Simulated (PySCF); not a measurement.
# [YCl2]+: shape, vibrations and bonding

Aim: find the relaxed shape of [YCl2]+, test it by its vibrations, and read charges and levels. The species was built from a template and needn't be a known compound.

Program: PySCF 2.14.0. Level of theory: PBE0, Y def2-SVP with ECP28, Cl def2-SVP; scalar-relativistic core potentials, no spin–orbit coupling. These are calculated values, not measurements.

1 further run of the same task is left out (for a known fault of the program).

### 1 The starting structure

3 atoms, charge 1, spin multiplicity 1.

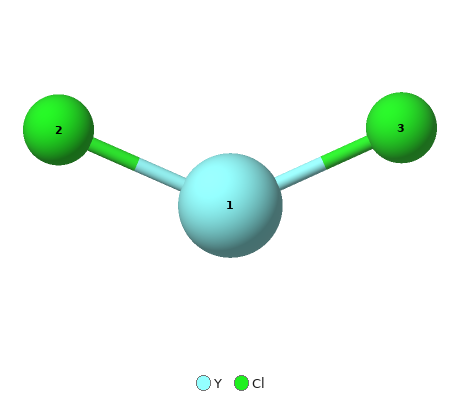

Start geometry, drawn with yttrium teal, chlorine green; atoms are numbered from 1 in the order of the file.

Geometry (Å):

```xyz
3
charge 1, multiplicity 1
Y     0.0000    0.0000    0.0000
Cl    2.3429    0.0000    1.0485
Cl   -2.3429    0.0000    1.0485
```

Formal oxidation states: Y +3.

### 2 SCF at the start, singlet

run.py (the lines that set the calculation) reads:

```python
mol = gto.M(atom='''
Y      0.00000     0.00000     0.00000
Cl     2.34290     0.00000     1.04850
Cl    -2.34290     0.00000     1.04850''',
    basis={'Y': 'def2-SVP', 'Cl': 'def2-SVP'},
    ecp={'Y': 'def2-SVP'},
    charge=1, spin=0)
mf = dft.RKS(mol, xc='PBE0')
mf.grids.atom_grid = (50, 194)
mf = mf.density_fit()  # fitting sets: Y def2-universal-JKFIT, Cl def2-universal-JKFIT
mf.conv_tol = 1e-08; mf.max_cycle = 55
mf.kernel(dm0)  # dm0: free metal ions and neutral atoms
```

Launch:

```console
OMP_NUM_THREADS=2 python run.py
```

The log of the run:

```text
init E= -958.466156860406
  HOMO = -0.561716770101754  LUMO = -0.308766483557481  gap/eV = 6.88313
cycle= 1 E= -957.8959564479  delta_E= 0.57  |g|= 0.476  |ddm|=  1.7
  HOMO = -0.431877925250858  LUMO = -0.401547507232164  gap/eV = 0.82533
cycle= 2 E= -956.530053421082  delta_E= 1.37  |g|= 2.27  |ddm|= 2.78
  HOMO = -0.475405028026084  LUMO = -0.318993942384919  gap/eV = 4.25616
cycle= 3 E= -957.985156547162  delta_E= -1.46  |g|= 0.161  |ddm|= 2.02
  HOMO = -0.500839076856028  LUMO = -0.325432657494617  gap/eV = 4.77305
cycle= 4 E= -957.99193209063  delta_E= -0.00678  |g|= 0.0377  |ddm|= 0.168
  HOMO = -0.500336508802194  LUMO = -0.318524050044643  gap/eV = 4.94737
cycle= 5 E= -957.992489800569  delta_E= -0.000558  |g|= 0.00618  |ddm|= 0.0568
  HOMO = -0.500618997655198  LUMO = -0.318357274873069  gap/eV = 4.95959
cycle= 6 E= -957.992499798697  delta_E= -1e-05  |g|= 0.00117  |ddm|= 0.00602
  HOMO = -0.500765958997808  LUMO = -0.318358035113693  gap/eV = 4.96357
cycle= 7 E= -957.992500263416  delta_E= -4.65e-07  |g|= 0.000178  |ddm|= 0.00177
  HOMO = -0.50076367043648  LUMO = -0.31836678857737  gap/eV = 4.96327
cycle= 8 E= -957.992500274368  delta_E= -1.1e-08  |g|= 7.65e-05  |ddm|= 0.00026
  HOMO = -0.50076023054604  LUMO = -0.318375625397103  gap/eV = 4.96294
cycle= 9 E= -957.992500276814  delta_E= -2.45e-09  |g|= 7.76e-06  |ddm|= 0.000126
  HOMO = -0.500759121112736  LUMO = -0.318377058175255  gap/eV = 4.96287
Extra cycle  E= -957.992500276818  delta_E= -3.64e-12  |g|= 1e-05  |ddm|= 2.82e-05
converged SCF energy = -957.992500276818
```

Wall time 1.1 s (2 threads of Arm Neoverse V2, shared host); peak memory 0.27 GiB.

It gives: E = -957.992500 Eh, HOMO -13.63 eV, LUMO -8.66 eV, Mulliken charge on Y1 +1.37 e. 

### 3 Relaxation, singlet

Steps are kept in the start's point group, C2v.

run.py (the lines that set the calculation) reads:

```python
mol = gto.M(atom='''
Y      0.00000     0.00000    -0.46165
Cl     2.34290     0.00000     0.58685
Cl    -2.34290     0.00000     0.58685''',
    basis={'Y': 'def2-SVP', 'Cl': 'def2-SVP'},
    ecp={'Y': 'def2-SVP'},
    charge=1, spin=0)
mf = dft.RKS(mol, xc='PBE0')
mf.grids.atom_grid = (50, 194)
mf = mf.density_fit()  # fitting sets: Y def2-universal-JKFIT, Cl def2-universal-JKFIT
mf.conv_tol = 1e-08; mf.max_cycle = 55
mf.kernel(dm0)  # dm0: an SCF of this state at this start
# quasi-Newton relaxation in Cartesian coordinates to a largest gradient under 0.00045 Eh/bohr, steps kept in the point group
```

Launch:

```console
OMP_NUM_THREADS=2 python run.py
```

The driver keeps no SCF log for this step, only its results.

Wall time 7.2 s (2 threads of Arm Neoverse V2, shared host).

The steps of the relaxation:

```csv
step,energy from step 1 (eV),largest force component (eV/Å)
1,0.0000,2.3350
2,-0.4784,1.1713
3,-0.5889,0.7269
4,-0.6202,0.1938
5,-0.6409,0.2521
6,-0.6512,0.2150
7,-0.6563,0.0441
8,-0.6565,0.0021
```

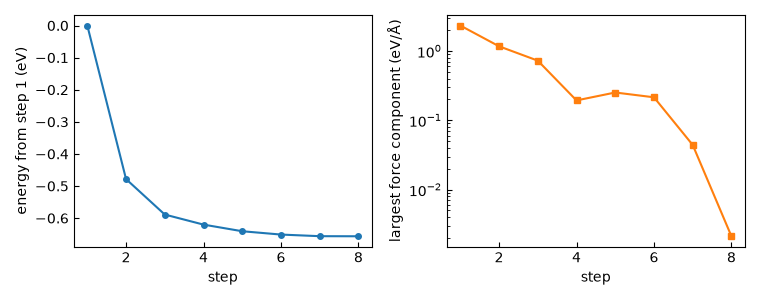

Energy and force, step by step.

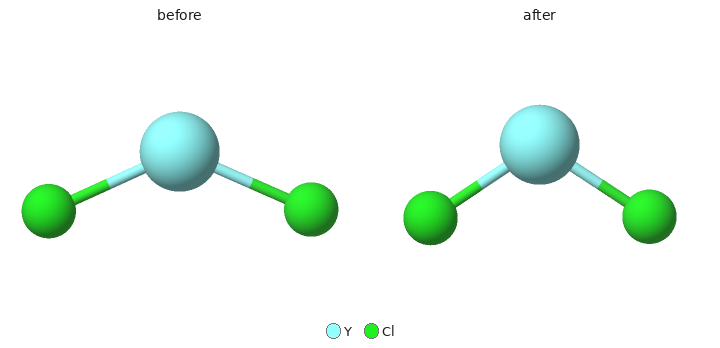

Before and after, at one scale.

Distances of close pairs at the start and the end, largest changes first:

| bond | before (Å) | after (Å) | change (Å) |
| --- | --- | --- | --- |
| Y1–Cl2 | 2.567 | 2.346 | -0.221 |
| Y1–Cl3 | 2.567 | 2.346 | -0.221 |

It ends in C2v at E = -958.016628 Eh.

```xyz
3

Y     0.0000    0.0000   -0.6279
Cl    1.9542    0.0000    0.6700
Cl   -1.9542    0.0000    0.6700
```

### 4 The relaxed geometry turned into its symmetry frame

run.py (the lines that set the calculation) reads:

```python
mol = gto.M(atom='''
Y      0.00000     0.00000    -0.57145
Cl     1.95420     0.00000     0.72643
Cl    -1.95420     0.00000     0.72643''',
    basis={'Y': 'def2-SVP', 'Cl': 'def2-SVP'},
    ecp={'Y': 'def2-SVP'},
    charge=1, spin=0)
mf = dft.RKS(mol, xc='PBE0')
mf.grids.atom_grid = (50, 194)
mf = mf.density_fit()  # fitting sets: Y def2-universal-JKFIT, Cl def2-universal-JKFIT
mf.conv_tol = 1e-08; mf.max_cycle = 55
mf.kernel(dm0)  # dm0: free metal ions and neutral atoms
```

Launch:

```console
OMP_NUM_THREADS=2 python run.py
```

The log of the run:

```text
init E= -958.596755609037
  HOMO = -0.581122151128156  LUMO = -0.30839047852718  gap/eV = 7.42141
cycle= 1 E= -957.944162441527  delta_E= 0.653  |g|= 0.449  |ddm|= 1.88
  HOMO = -0.443645977154059  LUMO = -0.349496775640153  gap/eV = 2.56193
cycle= 2 E= -957.694735713322  delta_E= 0.249  |g|= 1.03  |ddm|= 1.73
  HOMO = -0.499290237127273  LUMO = -0.287532403741617  gap/eV = 5.76222
cycle= 3 E= -958.013874403649  delta_E= -0.319  |g|= 0.0976  |ddm|= 1.18
  HOMO = -0.510475938009623  LUMO = -0.300752757714852  gap/eV = 5.70686
cycle= 4 E= -958.016294719597  delta_E= -0.00242  |g|= 0.0319  |ddm|= 0.141
  HOMO = -0.511312271777541  LUMO = -0.297945449184946  gap/eV = 5.80601
cycle= 5 E= -958.016623788822  delta_E= -0.000329  |g|= 0.0035  |ddm|= 0.0358
  HOMO = -0.511155895394631  LUMO = -0.297321011686499  gap/eV = 5.81874
cycle= 6 E= -958.016627714213  delta_E= -3.93e-06  |g|= 0.00054  |ddm|= 0.00511
  HOMO = -0.511172295009994  LUMO = -0.297296435042705  gap/eV = 5.81986
cycle= 7 E= -958.016627798379  delta_E= -8.42e-08  |g|= 0.000125  |ddm|= 0.000611
  HOMO = -0.511181689658413  LUMO = -0.297311008916204  gap/eV = 5.81972
cycle= 8 E= -958.016627803313  delta_E= -4.93e-09  |g|= 3.15e-05  |ddm|= 0.000183
  HOMO = -0.511176778499078  LUMO = -0.297318478343984  gap/eV = 5.81938
Extra cycle  E= -958.016627802902  delta_E= 4.11e-10  |g|= 4.86e-05  |ddm|= 0.000104
converged SCF energy = -958.016627802902
```

It took 0.4 s on 2 threads of Arm Neoverse V2, shared host.

Read off: E = -958.016628 Eh, HOMO -13.91 eV, LUMO -8.09 eV, Mulliken charge on Y1 +1.20 e. 

### 5 Harmonic vibrations

run.py (the lines that set the calculation), as its differences from that of step 4:

```diff
@@ -10,3 +10,4 @@
 mf = mf.density_fit()  # fitting sets: Y def2-universal-JKFIT, Cl def2-universal-JKFIT
-mf.conv_tol = 1e-08; mf.max_cycle = 55
-mf.kernel(dm0)  # dm0: free metal ions and neutral atoms
+mf.conv_tol = 1e-10; mf.max_cycle = 55
+mf.kernel(dm0)  # dm0: the density of the relaxed state
+# Hessian and dipole derivatives by central differences of gradients, 0.02 bohr
```

Launch:

```console
OMP_NUM_THREADS=2 python run.py
```

No log is kept here; the results follow.

Run time: 6.7 s. Hardware: 2 threads of Arm Neoverse V2, shared host.

Point group C2v; negative numbers are unstable modes, and those under 60 cm⁻¹ are near the numerical noise:

```csv
cm⁻¹,km/mol,symmetry
72,9.5,a1
423,29.4,a1
442,136.2,b2
```

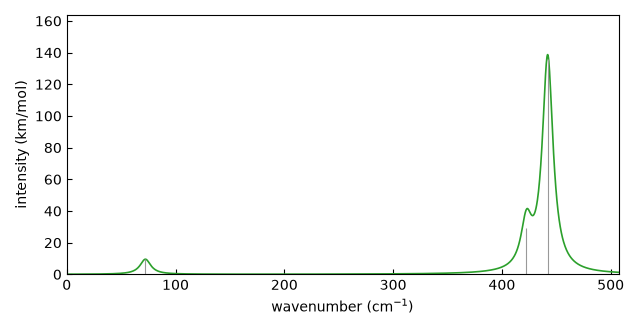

The infrared spectrum from the harmonic lines. Lines are broadened to a width of 12 cm⁻¹ (Lorentzian).

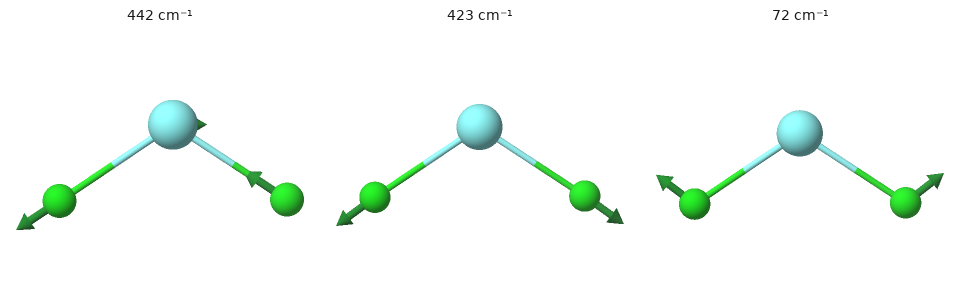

Displacements of 3 modes, as arrows.

### 6 Properties on a finer grid

run.py (the lines that set the calculation) reads:

```python
mol = gto.M(atom='''
Y      0.00000     0.00000    -0.62790
Cl     1.95420     0.00000     0.66998
Cl    -1.95420     0.00000     0.66998''',
    basis={'Y': 'def2-SVP', 'Cl': 'def2-SVP'},
    ecp={'Y': 'def2-SVP'},
    charge=1, spin=0)
mf = dft.RKS(mol, xc='PBE0')
mf.grids.atom_grid = (75, 302)
mf = mf.density_fit()  # fitting sets: Y def2-universal-JKFIT, Cl def2-universal-JKFIT
mf.conv_tol = 1e-09; mf.max_cycle = 55
mf.kernel(dm0)  # dm0: the density of the relaxed state
```

Launch:

```console
OMP_NUM_THREADS=2 python run.py
```

The log of the run:

```text
init E= -958.017008874672
  HOMO = -0.511196683053782  LUMO = -0.297316325747244  gap/eV = 5.81998
cycle= 1 E= -958.017008918941  delta_E= -4.43e-08  |g|= 0.000171  |ddm|= 0.000697
  HOMO = -0.5111468566168  LUMO = -0.297315072885289  gap/eV = 5.81866
cycle= 2 E= -958.01700891598  delta_E= 2.96e-09  |g|= 0.000187  |ddm|= 0.000407
  HOMO = -0.51117141112309  LUMO = -0.29730393258917  gap/eV = 5.81963
cycle= 3 E= -958.017008925362  delta_E= -9.38e-09  |g|= 5e-05  |ddm|= 0.000278
  HOMO = -0.511171499379658  LUMO = -0.297310354769556  gap/eV = 5.81946
cycle= 4 E= -958.017008926247  delta_E= -8.85e-10  |g|= 2.48e-06  |ddm|= 6.79e-05
  HOMO = -0.511171369711822  LUMO = -0.297310276256052  gap/eV = 5.81946
Extra cycle  E= -958.017008926247  delta_E=    0  |g|= 2e-06  |ddm|= 4.11e-06
converged SCF energy = -958.017008926247
```

It took 2.9 s on 2 threads of Arm Neoverse V2, shared host.

It gives: E = -958.017009 Eh, HOMO -13.91 eV, LUMO -8.09 eV, Mulliken charge on Y1 +1.20 e, largest force component 0.008 eV/Å. 

Löwdin charges:

```
atom  value (e)
  Y1       0.49
 Cl2       0.25
 Cl3       0.25
```

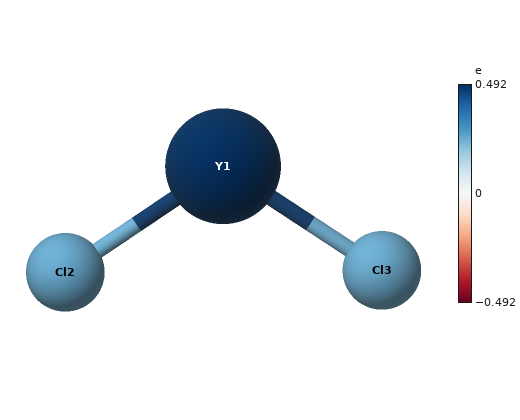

Löwdin charges, as colours on the atoms.

Mulliken charges: Y1 +1.20, Cl2 -0.10, Cl3 -0.10 e.

Contacts (the nearest donor of each ligand) and Mayer bond orders:

```
    contact  distance (Å)  bond order
Y1–Cl2 (Cl)         2.346        1.49
Y1–Cl3 (Cl)         2.346        1.49
```

Mulliken populations of Y1 outside the core potential: s 2.21, p 6.23, d 1.26, f 0.10.

The fields below are evaluated on a grid from the run's orbitals.

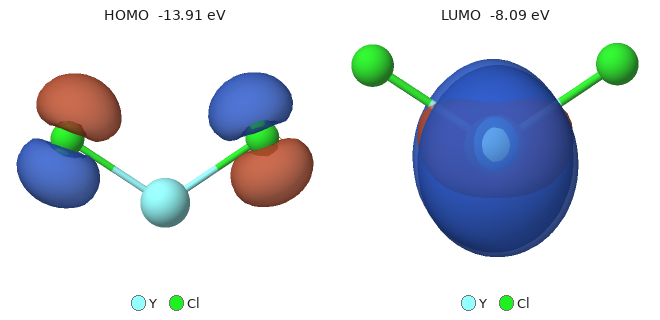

Frontier orbitals at PBE0; each surface holds 70 % of the orbital's density, blue and red mark the sign.

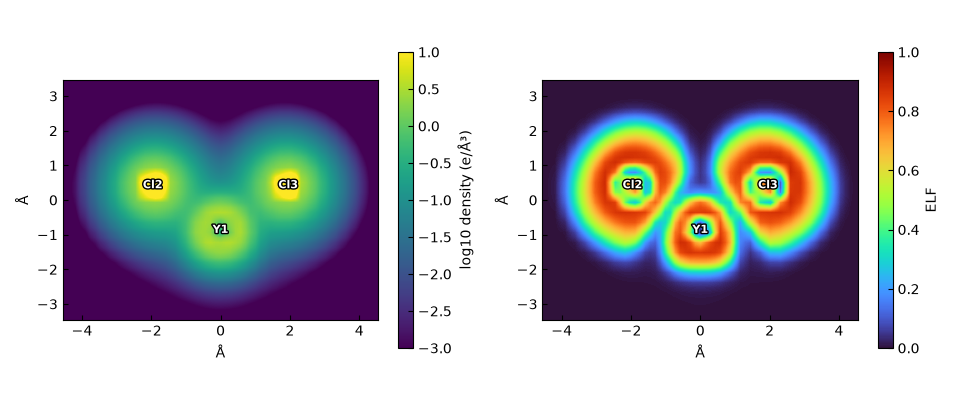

Density (left) and ELF (right) in a plane through or near 3 of the atoms.

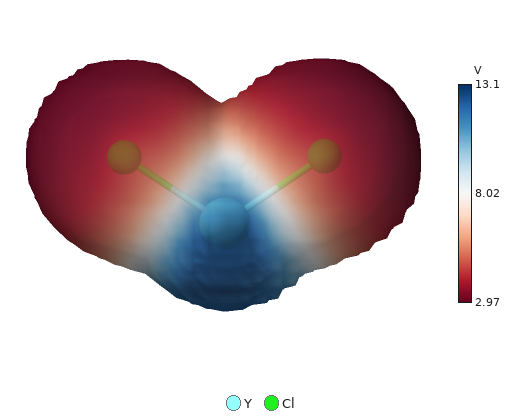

The potential that a unit positive charge feels on the 0.002 e/bohr³ surface, from 2.97 V near Cl2 to 13.06 V near Y1.

### 7 Results

```
                                              quantity                           value
                                 state and point group                    singlet, C2v
                                                 modes   72 to 442 cm⁻¹, none unstable
strongest infrared band (modes within 1.5 cm⁻¹ summed)           442 cm⁻¹ (136 km/mol)
                                     zero-point energy                        0.058 eV
                               ideal gas, 298 K, 1 bar  S = 303.8, Cp = 53.2 J/(mol K)
                                 metal–ligand contacts                          2.35 Å
                                       frontier levels   HOMO -13.91 eV, LUMO -8.09 eV
                       dipole about the centre of mass                          7.04 D
                                   mean polarisability                          6.4 Å³
```

In words: All modes are real, so the structure is a minimum. The metal carries +0.49 e by Löwdin's partition against a formal +3, and bond orders to the nearest donors reach 1.49. Both measures hang on the basis. One start shape was tried, so another isomer may lie lower. The bases are small and lack diffuse functions. Spin–orbit coupling is left out.
